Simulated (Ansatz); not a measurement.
# W2NO2 monolayer: a soft mode frozen in, part 3 of 3

Wanted: the energy along a soft mode of W2NO2 monolayer and the structure at the end.

Ansatz 0.2.0; DFT LDA, scalar-relativistic, plane waves, PAW; PAW set soft_1.

So far. Step 4 (The mode frozen in, largest atomic shift 0.08 Å): The energy, extrapolated to zero smearing, is -1.07 meV/atom against the undistorted cell. Step 5 (Energy along the mode, all amplitudes (two of the runs …): The lowest of the steps tried is at 0.08 Å, 1.07 meV/atom below the parent; the bottom of the well need not coincide with a step.

## 6. Relaxation from the frozen mode (continued)

Relaxation path:

| step | energy less that of the first step (eV) | largest force component (eV/Å) | volume (Å³) |
| --- | --- | --- | --- |
| 1 | 0.0000 | 0.2294 | 555.55 |
| 2 | -0.0196 | 0.1967 | 551.23 |
| 3 | -0.0675 | 0.5060 | 546.75 |
| 4 | -0.2436 | 0.7844 | 539.26 |
| 5 | -0.4616 | 0.9358 | 531.70 |
| 6 | -0.7685 | 0.4704 | 520.80 |
| 7 | -0.8609 | 0.2104 | 540.17 |
| 8 | -0.9218 | 0.1532 | 534.24 |
| 9 | -0.9303 | 0.0756 | 533.70 |
| 10 | -0.9307 | 0.0563 | 534.17 |
| 11 | -0.9316 | 0.0297 | 533.96 |
| 12 | -0.9315 | 0.0031 | 534.13 |
| 13 | -0.9316 | 0.0030 | 534.04 |
| 14 | -0.9316 | 0.0005 | 534.05 |
| 15* | -0.9431 | 0.0019 | 534.05 |
| 16 | -0.9434 | 0.0125 | 534.19 |
| 17 | -0.9436 | 0.0020 | 534.07 |
| 18 | -0.9435 | 0.0035 | 534.10 |
| 19 | -0.9435 | 0.0002 | 534.09 |
| 20* | -0.9436 | 0.0002 | 534.09 |
| 21 | -0.9436 | 0.0001 | 534.08 |
| 22* | -0.9436 | 0.0001 | 534.08 |

Relaxation steps marked * repeat the geometry before them on a plane-wave basis chosen anew for their cell, so energy and pressure can jump there. Relaxation step 18 was tried and not accepted.

Forces are held to the 4 operations that the run works with; a distortion that breaks them can't arise in this run.

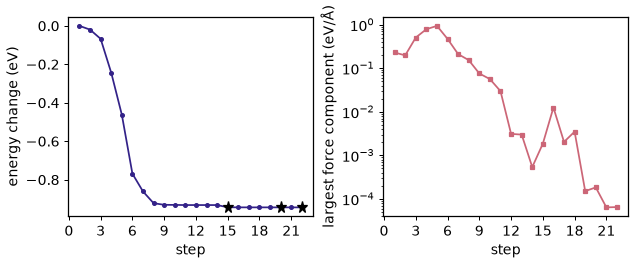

Energy and largest force along the relaxation. Stars mark steps on a basis chosen anew.

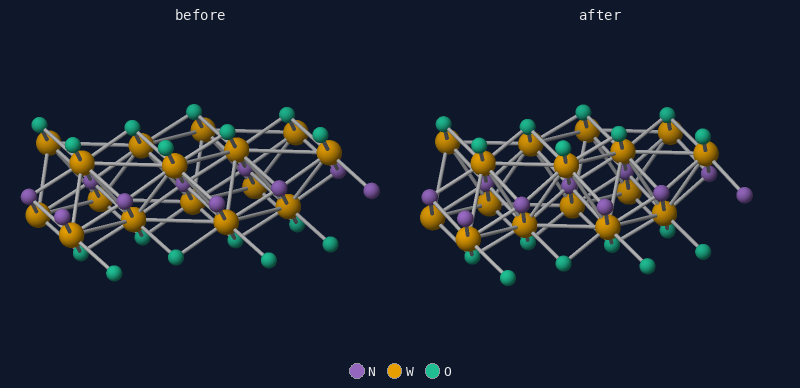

The structure before and after the relaxation, drawn at the same scale.

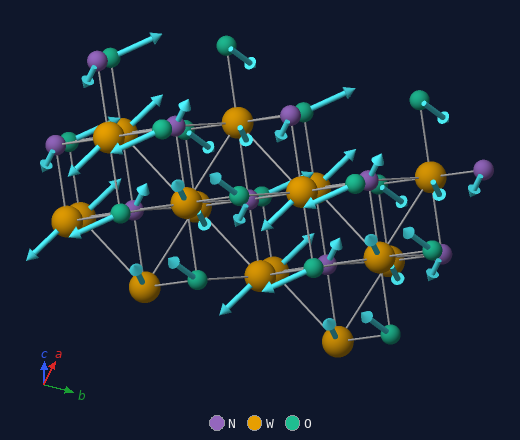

Displacements in the relaxation, exaggerated, measured against the changing cell; the longest in the cell stands for 0.20 Å. 2×2×1 cells are drawn. Some periodic images of atoms are drawn too.

| cell as run | before | after | change |
| --- | --- | --- | --- |
| a (Å) | 3.137 | 3.340 | +6.5 % |
| b (Å) | 5.433 | 4.906 | -9.7 % |

The atoms that moved most (Å, along periodic axes as changes of fractional coordinates times the final cell, across vacuum about the mean position):

| atom | dx | dy | dz | length |
| --- | --- | --- | --- | --- |
| O8 | -0.114 | 0.154 | 0.068 | 0.204 |
| O10 | 0.114 | -0.154 | -0.068 | 0.204 |
| O7 | 0.114 | 0.154 | 0.068 | 0.204 |
| O9 | -0.114 | -0.154 | -0.068 | 0.204 |
| W6 | 0.138 | -0.088 | -0.078 | 0.182 |
| W4 | -0.138 | 0.088 | 0.078 | 0.182 |
| W5 | -0.138 | -0.088 | -0.078 | 0.182 |
| W3 | 0.138 | 0.088 | 0.078 | 0.182 |

The relaxed structure:

```
N W O
1.0
     3.33963    0.00000    0.00000
     0.00000    4.90562    0.00000
     0.00000    0.00000   32.60000
N W O
2 4 4
Direct
  0.56274 0.50000 0.30675
  0.93726 0.00000 0.30675
  0.06351 0.35135 0.34063
  0.43649 0.85135 0.34063
  0.43649 0.14865 0.27287
  0.06351 0.64865 0.27287
  0.55071 0.19812 0.37153
  0.94929 0.69812 0.37153
  0.94929 0.30188 0.24196
  0.55071 0.80188 0.24196
```

This step gave:

* area per atom: 1.638 Å²

The distorted start has space group P2/c; the relaxation ends in P2/c.

## 7. The phases reached

The phases reached along the modes that were followed are set side by side.

Energies are those of the first relaxation, on the mesh of the frozen mode; space group, volume and gap are those of the last relaxation. Phases, by row:

```
             mode frozen in  space group  energy from parent (meV/atom)  volume (Å³/atom)  gap on mesh (eV)  lowest zone-centre optical mode (cm⁻¹)  largest shift (Å)
                     parent        P-3m1                              0             55.55                 0                                       –                  –
q = (0, -0.5, 0), 135i cm⁻¹       P2_1/m                         -135.4             47.09                 0                                       –              0.684
 q = (0, -0.5, 0), 44i cm⁻¹         P2/c                         -95.59             53.41                 0                                       –              0.243
```

## 8. Summary of results

| Quantity | Value |
| --- | --- |
| unstable mode of the parent | q = (0, -0.5, 0), 44i cm⁻¹ |
| depth at the lowest point sampled | 1.07 meV/atom |
| largest atomic shift at that point | 0.08 Å |
| space group reached (within 0.01 Å) | P2/c |
| energy gained over the parent (first relaxation, on the mesh of the frozen mode) | 95.6 meV/atom |
| area per atom, phase reached | 1.64 Å² |

What this shows: Along this mode the structure falls into P2/c, 95.6 meV/atom below the parent. At the parent's cell the well is 1.068 meV/atom deep on the steps tried, with its lowest point at a shift of 0.08 Å. Relaxing atoms and cell changes the gain by +94.52 meV/atom against the lowest step (energies at zero smearing). Most of the total comes from this relaxation. The modes of the phase reached were not computed on this path. Of the 2 patterns followed to their end from this parent, this one ends 39.8 meV/atom above the lowest, P2_1/m. Each path keeps the symmetry of its pattern, so a lower phase may lie along a pattern not tried. With no gap, or one that is small against the smearing, the frequencies hang on the k mesh and the smearing, most of all near Kohn anomalies. The phonon runs are without spin polarisation, although the cell has an odd electron count. In a sheet or slab the interpolated bending branch near Γ is rough, since the rotational sum rule isn't imposed. Spin-orbit coupling is left out, which can matter for the heavy elements here. The PAW files were made for PBE and serve the other functionals too. A phonon run warned that its eigensolver left some bands unconverged in a pass. The starting cell was built on a prototype and not taken from a measurement.

[Logs are printed without paths, hosts, clocks, repeated set-up lines and the standing remarks that a program may print on its own settings, such as how far it seeks lower states.]

[Hosts, paths, dates, database ids (printed as entryN), source tags and the programs' standing remarks are cut or masked in the printed files.]
